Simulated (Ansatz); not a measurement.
Fields on a plane of TiTe2 (CdI2 type)

```
TiTe2
1.0
    3.69732     0.00000     0.00000
   -1.84866     3.20197     0.00000
    0.00000     0.00000     6.38398
Ti Te
1 2
Direct
  0.00000   0.00000   0.00000
  0.33333   0.66667   0.27110
  0.66667   0.33333   0.72890
```

The slice is a (0001) plane (indices of the conventional cell) through the point (0.333, 0.667, 0.271) (fractional), spanned by u = [110] and v = [1 -1 0] in vectors of this cell: u (3.70 Å) and v (6.40 Å, at 90° to u). It covers one period; positions are fractions (u, v).

Atoms on it: Te at (0.00, 0.00); Te at (0.50, 0.50).

Calculation: PBE-D3(BJ) (plane waves to 420 eV, PAW, scalar-relativistic; Ansatz, a program for electronic structure). k mesh 15×15×8. These are valence fields of a PAW run, semicore shells included where kept as valence: close to a nucleus they are smooth pseudo fields. Spin-orbit coupling is left out, though Te is heavy. TiTe2 is run without spin polarisation. TiTe2 was relaxed with its symmetry unable to fall.

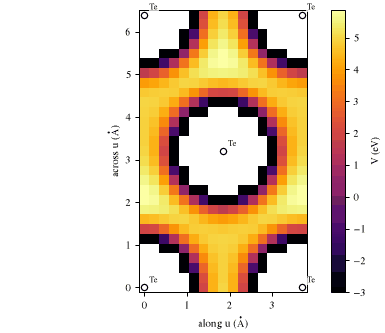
Fig. 1. Electrostatic potential energy of an electron, from the cell's mean, in eV, one period of the plane, atoms marked. Points within 1 Å of a nucleus are left white, as the pseudised field means little there. Values under -3 eV are set to -3. The zero, the cell's mean, hangs on the PAW cores.

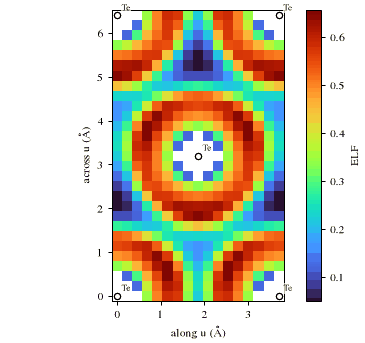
Electron localisation function (ELF), one period of the plane, atoms marked. Points within 0.5 Å of a nucleus are left white, as the pseudised field means little there.
